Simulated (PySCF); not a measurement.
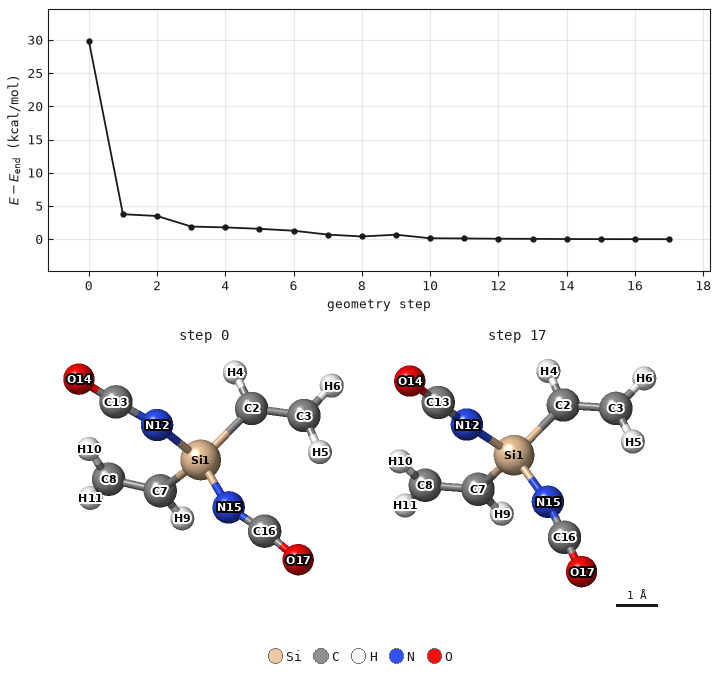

First and last geometry of a relaxation of C6H6N2O2Si, with the history of the run. The picture is a ball-and-stick view, seen at a tilt.

The start comes from GFN2-xTB. Its atoms were then displaced at random by about 0.03 Å.

Level of theory: PySCF 2.14.0, density-fitted response routines, PBE0-D3(BJ)/def2-SVP geometry optimisation, gas phase. 

Question: What do the curves and the structures tell?

Answer: It converged. Over 17 geometry steps the energy falls by 29.9 kcal/mol. The largest move after the best rigid fit is that of O17, 0.93 Å. By element the largest moves are O 0.93 Å, C 0.40 Å, H 0.32 Å, N 0.30 Å, Si 0.16 Å. Among the contacts that change: C8–H11 1.001 → 1.095 Å, Si1–N12 1.805 → 1.722 Å, N15–C16 1.118 → 1.198 Å, C13–O14 1.117 → 1.167 Å. Among the angles between lasting bonds that change: Si1–N15–C16 148.1° → 170.8°, Si1–N12–C13 155.7° → 173.2°, N12–Si1–N15 100.7° → 108.7°.

| step | E − E(0), kcal/mol |
| --- | --- |
| 0 | 0.00 |
| 1 | -26.15 |
| 2 | -26.42 |
| 3 | -28.01 |
| 4 | -28.13 |
| 5 | -28.35 |
| 6 | -28.63 |
| 7 | -29.22 |
| 8 | -29.50 |
| 9 | -29.23 |
| 10 | -29.77 |
| 11 | -29.80 |
| 12 | -29.84 |
| 13 | -29.86 |
| 14 | -29.89 |
| 15 | -29.90 |
| 16 | -29.90 |
| 17 | -29.91 |
